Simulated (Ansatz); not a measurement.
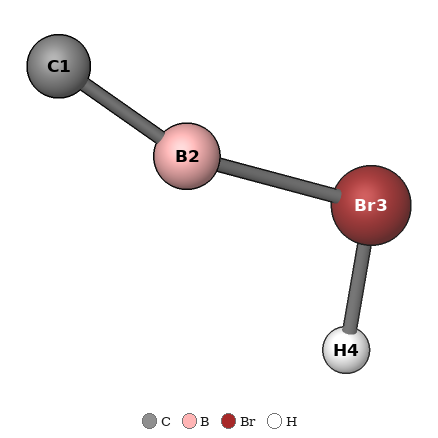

State: neutral, doublet. The geometry was computed by an optimisation with PBE0-D4/def2-TZVP. No frequency run is at hand to confirm it as a minimum.

Give the bond lengths.

```csv
bond,length (Å)
C1–B2,1.398
B2–Br3,1.887
Br3–H4,1.488
```
